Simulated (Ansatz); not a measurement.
# LiPtF3 (built on the sites of a database entry of KPdF3): the cell at rest

Aim: bring LiPtF3 (built on the sites of a database entry of KPdF3) to small forces and stress, as phonons need.

Main program and level: Ansatz 0.2.0; DFT LDA, scalar-relativistic, plane waves, PAW.

The structure was built from a prototype and need not be the compound's stable phase.

## Step 1: The structure

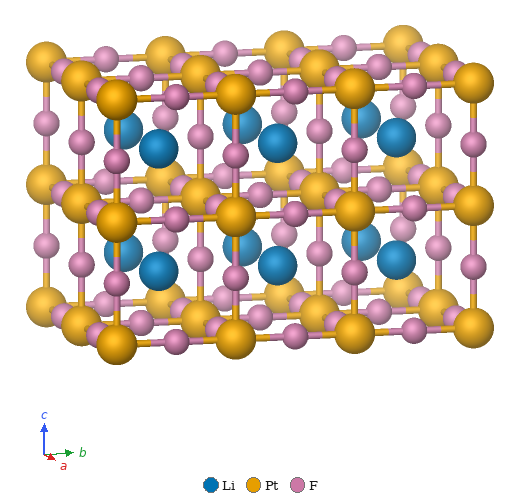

Start, viewed slightly off an axis; lithium blue, platinum orange, fluorine pink. 2×3×2 cells are drawn. Some periodic images of atoms are drawn too.

## Step 2: A coarse first look

First a cheap look: the gap decides the mesh and the occupations, the pressure tells how far the cell has to move.

The input, input.yaml:

```yaml
crystal:
  lattice:
    - [3.473, 0.0, 0.0]
    - [0.0, 3.473, 0.0]
    - [0.0, 0.0, 3.473]
  atoms:
    - { symbol: Li, position: [0.5, 0.5, 0.5] }
    - { symbol: Pt, position: [0.0, 0.0, 0.0] }
    - { symbol: F, position: [0.0, 0.5, 0.0] }
    - { symbol: F, position: [0.0, 0.0, 0.5] }
    - { symbol: F, position: [0.5, 0.0, 0.0] }
kpoints:
  mp_grid: { grid: [6, 6, 6] }
hamiltonian:
  xc: lda
scf:
  occupations: { method: gaussian, width: 0.1 }
output:
  forces: true
  stress: true
  eigenvalues: true
```

Launch:

```console
$ ansatz run input.yaml --threads 8 --pin off --max-ram 14336MiB --backend cpu --events-out ev --progress --plain --runs-dir out
```

Numbers of over 12 decimals in the logs are rounded to 6 here.

Output:

```text
Engine: ansatz 0.2.0, aarch64-unknown-linux-gnu
Pseudopotentials: kind: paw
Pseudopotential: Li, paw, valence charge 3, recommended cutoff 420 eV (normal), Li.paw.azcp
Pseudopotential: Pt, paw, valence charge 18, recommended cutoff 420 eV (normal), Pt.paw.azcp
Pseudopotential: F, paw, valence charge 7, recommended cutoff 420 eV (normal), F.paw.azcp
Functional definition: SPW92
  exchange = slater_x
  correlation = pw_c
[...]
k-point 0: bands = [... 17 lower, 10.9636, 10.9636, 10.9636, 15.8264, 15.8264, 16.0902, 24.1221, 24.1221, ... 1 higher]
  k-point 1: bands = [... 17 lower, 10.9837, 11.8986, 11.8986, 15.8308, 16.4309, 17.2418, 22.1656, 24.0074, ... 1 higher]
  k-point 2: bands = [... 17 lower, 11.0243, 13.4565, 13.4565, 15.8391, 17.2698, 19.1825, 20.6725, 23.8282, ... 1 higher]
  k-point 19: bands = [... 17 lower, 15.7831, 15.7831, 15.7831, 19.8955, 22.3046, 22.3046, 22.3046, 23.0195, ... 1 higher]
[key lines of the parts left out:]
SCF converged after 7 iterations
Free energy (F): -14813.728886 eV
Fermi energy:    17.986610 eV
P = ⅓ Tr σ = 194.8344 GPa (1948.344 kbar)
```

Wall time 0.64 s (8 threads of Arm Neoverse N1, shared host); peak memory 0.33 GiB.

This step gave:

- pressure: 194.8 GPa
- volume per atom: 8.378 Å³
- gap on the k-mesh: 0 eV

The coarse mesh shows no gap and a pressure of 194.8 GPa.

## Step 3: Coarse relaxation

A rough relaxation comes first, because large forces or stress need no tight tolerances yet.

Changes to input.yaml since step 2:

```diff
@@ -21 +21,6 @@
   eigenvalues: true
+relax:
+  adjacent_minimum: "off"
+  f_tol: 0.05
+  max_steps: 80
+  cell: { stress_tol: 0.5 }
```

Output:

```text
[...]
Crystal: 5 atoms, lattice volume = 41.890 Å³
Basis set: ecut = 420 eV, 799 PW (Γ)
Bands: 26, of which v1, the nominal top of the filled ones, is band 21 counted from 1 (20 counted from 0)
Symmetry: 48 space group operations
[...]
k-points: 20 of 216
[...]
F+E_penalty+E_count = -14825.48504217 eV   max|allowed force component| = 3.386e-30 eV/Å   (the final SCF, on the basis selected at the relaxed cell)
  cell:  # Å, volume = 74.5165 Å³
    - [4.208081, 0, 0]
    - [0, 4.208081, 0]
    - [0, 0, 4.208081]
  atoms:
    - { symbol: Li, position: [0.5, 0.5, 0.5] }
    - { symbol: Pt, position: [0, 0, 0] }
    - { symbol: F, position: [0, 0.5, 0] }
    - { symbol: F, position: [0, 0, 0.5] }
    - { symbol: F, position: [0.5, 0, 0] }
[key lines of the parts left out:]
SCF converged after 4 iterations
Free energy (F): -14825.485042 eV
Fermi energy:    6.379633 eV
P = ⅓ Tr σ = 0.3322 GPa (3.322 kbar)
```

It took 7.3 s on 8 threads; peak memory 0.41 GiB.

Step by step:

| step | energy less that of the first step (eV) | largest force component (eV/Å) | pressure (GPa) | volume (Å³) |
| --- | --- | --- | --- | --- |
| 1 | 0.0000 | 0.0000 | 194.83 | 41.89 |
| 2 | -5.7564 | 0.0000 | 102.72 | 48.32 |
| 3 | -8.8453 | 0.0000 | 43.92 | 55.38 |
| 4 | -9.8158 | 0.0000 | 5.79 | 62.13 |
| 5 | -9.8323 | 0.0000 | 0.14 | 63.30 |
| 6* | -11.0659 | 0.0000 | 22.45 | 63.30 |
| 7 | -11.5190 | 0.0000 | 10.36 | 68.17 |
| 8 | -11.6407 | 0.0000 | 1.27 | 72.97 |
| 9 | -11.6358 | 0.0000 | 0.01 | 73.70 |
| 10* | -11.7519 | 0.0000 | 1.41 | 73.70 |
| 11 | -11.7524 | 0.0000 | 0.31 | 74.52 |
| 12* | -11.7562 | 0.0000 | 0.33 | 74.52 |

Relaxation steps marked * repeat the geometry before them on a plane-wave basis chosen anew for their cell, so energy and pressure can jump there.

Forces are held to the 48 operations that the run works with; a distortion that breaks them can't arise in this run.

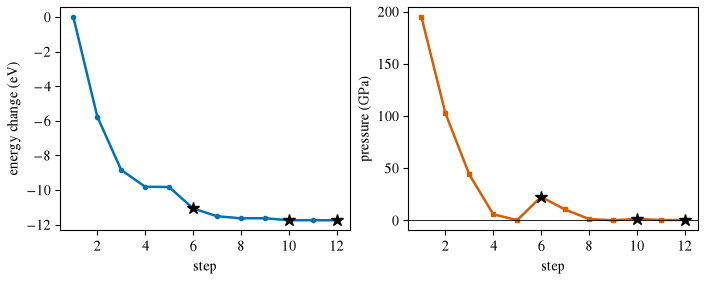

Energy and pressure along the relaxation. Stars mark steps on a basis chosen anew.

| cell as run | before | after | change |
| --- | --- | --- | --- |
| a (Å) | 3.473 | 4.208 | +21.2 % |
| b (Å) | 3.473 | 4.208 | +21.2 % |
| c (Å) | 3.473 | 4.208 | +21.2 % |
| volume (Å³/atom) | 8.38 | 14.90 | +77.9 % |

The relaxed structure:

```cif
data_structure
_symmetry_space_group_name_H-M 'P 1'
_symmetry_Int_Tables_number 1
_cell_length_a 4.2081
_cell_length_b 4.2081
_cell_length_c 4.2081
_cell_angle_alpha 90.000
_cell_angle_beta 90.000
_cell_angle_gamma 90.000
_cell_volume 74.52
loop_
_atom_site_label
_atom_site_type_symbol
_atom_site_fract_x
_atom_site_fract_y
_atom_site_fract_z
_atom_site_occupancy
Li1 Li 0.50000 0.50000 0.50000 1
Pt2 Pt 0.00000 0.00000 0.00000 1
F3 F 0.00000 0.50000 0.00000 1
F4 F 0.00000 0.00000 0.50000 1
F5 F 0.50000 0.00000 0.00000 1
```

Numbers from this step:

```
pressure        : 0.3322 GPa
volume per atom : 14.90 Å³
```

In this step the volume went from 8.38 to 14.90 Å³/atom.

## Step 4: Bringing the structure to rest

The cell and atoms are relaxed, since residual forces and stress would shift the frequencies.

input.yaml, the sections that differ from step 3:

```yaml
crystal:
  lattice:
    - [4.2080809765, 0.0, 0.0]
    - [0.0, 4.2080809765, 0.0]
    - [0.0, 0.0, 4.2080809765]
  atoms:
    - { symbol: Li, position: [0.5, 0.5, 0.5] }
    - { symbol: Pt, position: [0.0, 0.0, 0.0] }
    - { symbol: F, position: [0.0, 0.5, 0.0] }
    - { symbol: F, position: [0.0, 0.0, 0.5] }
    - { symbol: F, position: [0.5, 0.0, 0.0] }
kpoints:
  mp_grid: { grid: [8, 8, 8] }
relax:
  adjacent_minimum: "off"
  f_tol: 0.005
  max_steps: 80
  cell: { stress_tol: 0.05 }
# hamiltonian, scf, output: as in step 3
```

Output:

```text
[...]
Crystal: 5 atoms, lattice volume = 74.516 Å³
Basis set: ecut = 420 eV, 1419 PW (Γ)
Bands: 26, of which v1, the nominal top of the filled ones, is band 21 counted from 1 (20 counted from 0)
Symmetry: 48 space group operations
[...]
k-points: 35 of 512
[...]
SCF iter   1: F=—  HF=-14825.589730 eV  |F-HF|=—  |Δ(HF+E_count)|=         —  Δρ=1.60e-2  dr2=1.35e-1  ethr=1.77e-3  ⟨swp⟩=5.3  Hψ=3697  notcnv=0
[...]
SCF iter   7: F=-14825.548252 eV  HF=-14825.548252 eV  |F-HF|=6.60e-10  |Δ(HF+E_count)|=   6.66e-8  Δρ=1.28e-6  dr2=6.23e-10  ethr=2.34e-10  ⟨swp⟩=2.0  Hψ=3179  notcnv=0
SCF 1 converged in 7 iterations: F = -14825.548252 eV  dr2 = 6.23e-10
[...]
relax step   1: F+E_penalty+E_count = -14825.54825163 eV  Δ(F+E_penalty+E_count) = +0.000e0 eV  max|allowed force component| = 8.441e-29 eV/Å  Δτ_max = 0.0000 Å  P = +0.059 GPa  Ω = 74.516 Å³  (7 SCF iters, dr2 threshold 1.00e-7 eV, accepted)
Crystal: 5 atoms, lattice volume = 74.559 Å³
[...]
SCF iter   4: F=-14825.548072 eV  HF=-14825.548072 eV  |F-HF|=5.11e-9  |Δ(HF+E_count)|=   1.58e-8  Δρ=5.47e-6  dr2=8.14e-9  ethr=2.07e-11  ⟨swp⟩=4.0  Hψ=2983  notcnv=0
SCF 2 converged in 4 iterations: F = -14825.548072 eV  dr2 = 8.14e-9
relax step   2: F+E_penalty+E_count = -14825.54807222 eV  Δ(F+E_penalty+E_count) = +1.794e-4 eV  max|allowed force component| = 7.563e-29 eV/Å  Δτ_max = 0.0000 Å  P = +0.003 GPa  Ω = 74.559 Å³  energy of the carried Pulay correction = -1.875e-4 eV  (4 SCF iters, dr2 threshold 8.69e-9 eV, accepted)
[...]
SCF iter   1: F=—  HF=-14825.548251 eV  |F-HF|=—  |Δ(HF+E_count)|=         —  Δρ=5.17e-6  dr2=6.04e-9  ethr=1.86e-7  ⟨swp⟩=3.0  Hψ=5678  notcnv=0
eigensolver tolerance schedule: the retry pair's looser diagonalisation over-reported the residual by 12912.23 of it (diagonalisation noise at 3.42 of the residual, at the tolerance the schedule requests for it); recorded, not acted on — ethr = c·dr2/N_el stays at c = 1.0e-1
[...]
SCF iter   2: F=—  HF=-14825.548244 eV  |F-HF|=—  |Δ(HF+E_count)|=   6.31e-6  Δρ=2.58e-6  dr2=1.15e-9  ethr=1.44e-11  ⟨swp⟩=3.0  Hψ=1903  notcnv=0
[...]
SCF iter   5: F=-14825.548244 eV  HF=-14825.548244 eV  |F-HF|=7.28e-12  |Δ(HF+E_count)|=  1.82e-11  Δρ=1.07e-7  dr2=3.82e-12  ethr=1.00e-12  ⟨swp⟩=4.0  Hψ=2681  notcnv=0
SCF 3 converged in 5 iterations: F = -14825.548244 eV  dr2 = 3.82e-12
relax step   3: F+E_penalty+E_count = -14825.54824433 eV  Δ(F+E_penalty+E_count) = -1.721e-4 eV  max|allowed force component| = 4.239e-29 eV/Å  Δτ_max = 0.0000 Å  P = +0.007 GPa  Ω = 74.559 Å³  stress off target by 6.94e-3 GPa  SCF on the basis re-selected at this cell (its energy is not comparable with the rows above)  (5 SCF iters)
[...]
SCF converged after 5 iterations
Free energy (F): -14825.548244 eV
[...]
Internal energy: -14825.544031 eV  (E = F + TS)
E sigma→0 (E₀):  -14825.546138 eV
Entropy (-TS):   -0.004213 eV (-0.843 meV/atom)
Fermi energy:    6.379434 eV
[...]
--- Stress (GPa, compression-positive) ---
        0.006943       0.000000       0.000000
        0.000000       0.006943      -0.000000
        0.000000      -0.000000       0.006943
  P = ⅓ Tr σ = 0.0069 GPa (0.069 kbar)
--- Band table (eV; the first three rows and the last of 35) ---
  k-point 0: bands = [... 17 lower, 3.7761, 3.7761, 3.7761, 4.8820, 4.8820, 6.1483, 11.4935, 13.2093, ... 1 higher]
  k-point 1: bands = [... 17 lower, 3.7794, 3.9545, 3.9545, 4.8839, 5.2257, 6.4203, 11.4874, 12.6458, ... 1 higher]
  k-point 2: bands = [... 17 lower, 3.7872, 4.3446, 4.3446, 4.8883, 5.6865, 7.2694, 11.0358, 12.4422, ... 1 higher]
  k-point 34: bands = [... 17 lower, 5.4613, 5.4613, 5.4613, 8.4259, 8.4259, 10.6099, 11.9915, 11.9915, ... 1 higher]
--- Relaxed structure (2 steps of the walk, 2 accepted, 1 SCFs on fresh bases) ---
[...]
cell:  # Å, volume = 74.5587 Å³
    - [4.208876, 0, 0]
    - [0, 4.208876, 0.0]
    - [0, 0.0, 4.208876]
  atoms:
    - { symbol: Li, position: [0.500000, 0.500000, 0.500000] }
    - { symbol: Pt, position: [0, 0, 0] }
    - { symbol: F, position: [0, 0.500000, 0] }
    - { symbol: F, position: [0, 0, 0.500000] }
    - { symbol: F, position: [0.500000, 0, 0] }
```

Wall time 3 s (8 threads); peak memory 0.45 GiB; 19 s of CPU time.

Little changed from the start: no atom moved by 0.005 Å and no cell edge by 0.1 %.

This step gave:

* pressure: 0.006943 GPa
* volume per atom: 14.91 Å³

In this step the volume went from 14.90 to 14.91 Å³/atom.

## Step 5: Tight relaxation

Phonons need a cell at rest on their own settings, so the relaxation is repeated with tight tolerances on forces and stress, using the mesh and the filling of the phonon run that follows.

The input, input.yaml:

```yaml
crystal:
  lattice:
    - [4.2088759491, 0.0, 0.0]
    - [0.0, 4.2088759491, 0.0]
    - [0.0, 0.0, 4.2088759491]
  atoms:
    - { symbol: Li, position: [0.5, 0.5, 0.5] }
    - { symbol: Pt, position: [0.0, 0.0, 0.0] }
    - { symbol: F, position: [0.0, 0.5, 0.0] }
    - { symbol: F, position: [0.0, 0.0, 0.5] }
    - { symbol: F, position: [0.5, 0.0, 0.0] }
kpoints:
  mp_grid: { grid: [8, 8, 8] }
hamiltonian:
  xc: lda
scf:
  occupations: { method: methfessel_paxton, width: 0.2 }
output:
  forces: true
  stress: true
  eigenvalues: true
relax:
  adjacent_minimum: "off"
  f_tol: 0.001
  max_steps: 60
  cell: { stress_tol: 0.01 }
```

Output:

```text
[...]
Crystal: 5 atoms, lattice volume = 74.559 Å³
Basis set: ecut = 420 eV, 1419 PW (Γ)
Bands: 26, of which v1, the nominal top of the filled ones, is band 21 counted from 1 (20 counted from 0)
Symmetry: 48 space group operations
[...]
k-points: 35 of 512
[...]
--- Relaxed structure (1 steps of the walk, 1 accepted, 1 SCFs on fresh bases) ---
[...]
cell:  # Å, volume = 74.5587 Å³
    - [4.2088759491, 0.0, 0.0]
    - [0.0, 4.2088759491, 0.0]
    - [0.0, 0.0, 4.2088759491]
  atoms:
    - { symbol: Li, position: [0.500000, 0.500000, 0.500000] }
    - { symbol: Pt, position: [0.0, 0.0, 0.0] }
    - { symbol: F, position: [0.0, 0.500000, 0.0] }
    - { symbol: F, position: [0.0, 0.0, 0.500000] }
    - { symbol: F, position: [0.500000, 0.0, 0.0] }
[key lines of the parts left out:]
SCF converged after 5 iterations
Free energy (F): -14825.546105 eV
Fermi energy:    6.382457 eV
P = ⅓ Tr σ = -0.0033 GPa (-0.033 kbar)
```

Run time: 2.3 s. Hardware: 8 threads; peak memory 0.44 GiB.

Little changed from the start: no atom moved by 0.005 Å and no cell edge by 0.1 %.

Numbers from this step:

* pressure: -0.003268 GPa

The forces vanish by symmetry and the pressure is -0.003 GPa, within the tolerances set. The cell now holds 14.91 Å³/atom.

## Step 6: Results

```yaml
space_group_after_relaxation_within_0p01_a: Pm-3m
lattice_constant_a: 4.209 Å
lattice_constant_b: 4.209 Å
lattice_constant_c: 4.209 Å
volume_per_atom: 14.9 Å³
```

The forces vanish by symmetry and the pressure is -0.003 GPa, within the tolerances set. The cell now holds 14.91 Å³/atom. The relaxation keeps the symmetry of its start, so it says nothing on stability against lower symmetry. Spin-orbit coupling is left out, which can matter for the heavy elements here. The starting cell was built on a prototype and not taken from a measurement, so the phase need not exist.

[Logs are printed without paths, hosts, clocks, repeated set-up lines and the standing remarks that a program may print on its own settings, such as how far it seeks lower states.]

[Hosts, paths, dates, database ids (printed as entryN), source tags and the programs' standing remarks are cut or masked in the printed files.]
